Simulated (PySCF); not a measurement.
# Excited-state calculation of C6H5ClOSi

The run: excited-state calculation of C6H5ClOSi. Method and program: TDDFT PBE0/def2-SVPD, vertical, gas phase, core orbitals frozen in the response (PySCF 2.14.0).

The geometry comes from this level: GFN2-xTB. It belongs to a series of runs on one base structure; here: SiH2 inserted into a C-C bond.

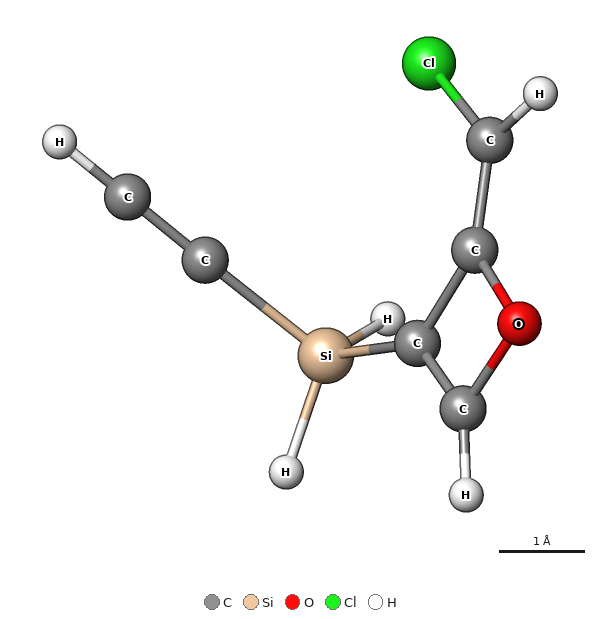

Figure 1. The structure (ball-and-stick view, seen at a tilt).

Results in brief

| quantity | value |
| --- | --- |
| outcome | converged |
| total energy | −1055.336137 hartree |
| HOMO | −7.14 eV |
| LUMO | −1.51 eV |
| dipole moment | 0.88 D |
| mean polarisability | 109.95 a.u. |
| lowest singlet excitation | 4.73 eV |
| hardware | 1 CPU thread, shared host |
| wall time | 71 s |
| peak memory | 0.89 GiB |

Input file
```
{"job": {"kind": "uv", "xc": "PBE0", "basis": "def2-SVPD", "nstates": 8, "ntriplets": 3}, "charge": 0, "multiplicity": 1}
C     -1.869160     2.020199    -1.548489
C     -1.760406     1.001257    -0.919571
Si    -1.574994    -0.573626     0.033450
C      0.100605    -0.517092     0.850671
C      0.653298    -0.603627     2.080127
O      1.984721    -0.450096     1.684080
C      1.480354    -0.350905     0.371870
C      2.171368    -0.177794    -0.741596
Cl     1.393837    -0.080157    -2.261156
H     -1.964380     2.913279    -2.097071
H     -2.599986    -0.650312     1.078744
H     -1.633275    -1.703534    -0.901441
H      0.371027    -0.738755     3.104518
H      3.246314    -0.089308    -0.756301
```

The first line tells a small driver script what to run in PySCF; the rest is the geometry in Å.

Launch command:
```bash
OMP_NUM_THREADS=1 python <driver script> task.json out
```

What the program printed
```
coarse grid: 13952 points
cycle   1  E = -1055.1254176272  dE =  1.446e+00  |g| = 5.743e-01  |ddm| = 8.625e+00
cycle   2  E = -1055.0701197117  dE =  5.530e-02  |g| = 7.851e-01  |ddm| = 2.619e+00
cycle   3  E = -1055.1981055100  dE = -1.280e-01  |g| = 1.257e-01  |ddm| = 1.232e+00
cycle   4  E = -1055.2009494792  dE = -2.844e-03  |g| = 5.045e-02  |ddm| = 2.631e-01
cycle   5  E = -1055.2015019630  dE = -5.525e-04  |g| = 2.201e-02  |ddm| = 9.038e-02
cycle   6  E = -1055.2016144824  dE = -1.125e-04  |g| = 6.514e-03  |ddm| = 3.418e-02
cycle   7  E = -1055.2016233038  dE = -8.821e-06  |g| = 2.535e-03  |ddm| = 1.454e-02
final grid: 128992 points
cycle   8  E = -1055.3361050847  dE = -8.608e-06  |g| = 1.241e-02  |ddm| = 1.362e-01
cycle   9  E = -1055.3360147086  dE =  9.038e-05  |g| = 2.417e-02  |ddm| = 4.683e-02
cycle  10  E = -1055.3361362435  dE = -1.215e-04  |g| = 2.166e-03  |ddm| = 3.144e-02
cycle  11  E = -1055.3361373743  dE = -1.131e-06  |g| = 6.197e-04  |ddm| = 3.937e-03
cycle  12  E = -1055.3361374699  dE = -9.567e-08  |g| = 1.338e-04  |ddm| = 9.469e-04
cycle  13  E = -1055.3361374736  dE = -3.671e-09  |g| = 5.964e-05  |ddm| = 3.625e-04
cycle  14  E = -1055.3361374745  dE = -8.513e-10  |g| = 1.968e-05  |ddm| = 1.205e-04
```

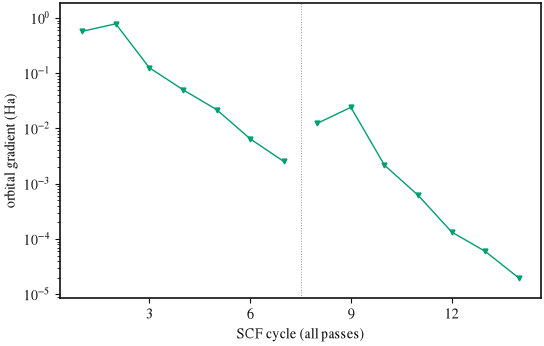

Figure 2. Convergence of the self-consistent field: orbital gradient against the SCF cycle. The dotted line marks the change from a coarse to the final integration grid. The first 7 cycles use a coarse grid, the final grid takes over at cycle 8, and the field converges after 14 cycles in all.

```
converged SCF energy = -1055.3361374745

Static polarisability (au): isotropic 109.953, principal 83.533 109.891 136.435

Singlet excitations
state   eV       nm        f      main configurations
  1   4.7319    262.0   0.04501   H-1->L 0.62, H->L 0.34
  2   5.3507    231.7   0.28365   H->L 0.60, H-1->L 0.35
  3   5.7932    214.0   0.01148   H-2->L 0.50, H-3->L 0.39
  4   5.8309    212.6   0.00489   H-3->L 0.53, H-2->L 0.39
  5   6.0631    204.5   0.00301   H->L+2 0.41, H->L+3 0.39
  6   6.0950    203.4   0.00731   H->L+1 0.84
  7   6.1334    202.1   0.00158   H->L+3 0.31, H-3->L+2 0.19, H->L+2 0.17
  8   6.2886    197.2   0.00737   H-2->L+1 0.35, H->L+2 0.23, H-3->L+1 0.12

Triplet excitations (Tamm-Dancoff, eV): 3.0313 3.8170 4.9480
```

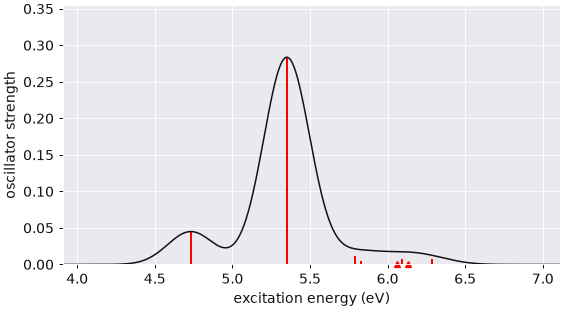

Figure 3. Computed excitations as sticks (degenerate states added up, dark ones marked on the axis), with a Gaussian envelope of 0.35 eV full width at half maximum, scaled to the tallest. Of the 8 states the lowest lies at 4.73 eV (f = 0.045); the strongest line is at 5.35 eV, or 232 nm (f = 0.284).

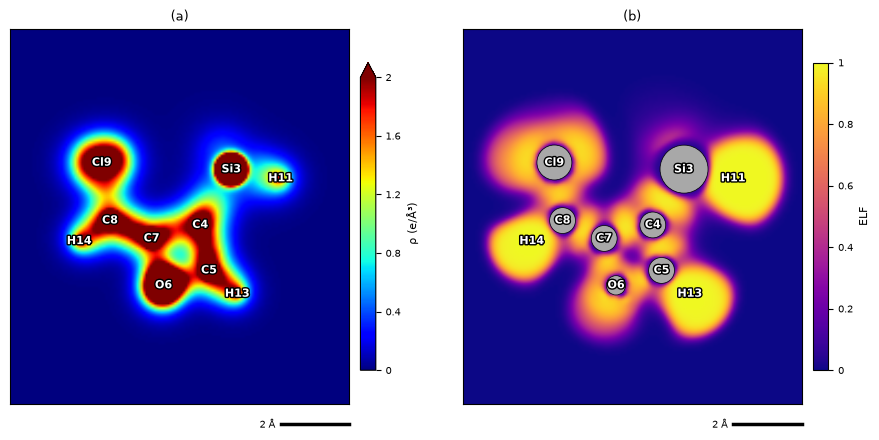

Figure 4. (a) electron density; (b) electron localisation function on the plane of atoms C4, C7 and C8. Grey discs, where drawn, cover atomic cores. C–O (1.40 Å): ρ at the midpoint is about 2.2 e/Å³, with its minimum of 1.8 e/Å³ about 0.5 Å from C; the ELF peaks at about 0.90 between the atoms (a polar covalent bond). C–Si (1.87 Å): ρ at the midpoint is about 0.94 e/Å³; the ELF peaks at about 0.95 between the atoms (a covalent bond).

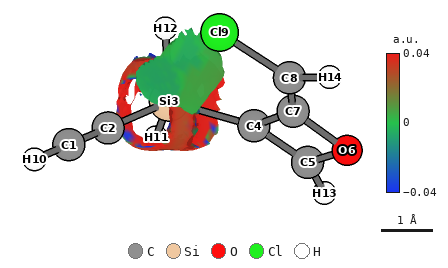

Figure 5. Non-covalent interaction (NCI) plot: the surface where the reduced density gradient is 0.6, for densities under 0.05 a.u., coloured by sign(λ₂)ρ; seen from the side. Between C2 and Si3 on one side and Cl9 on the other: a weak, van der Waals-like contact (green)
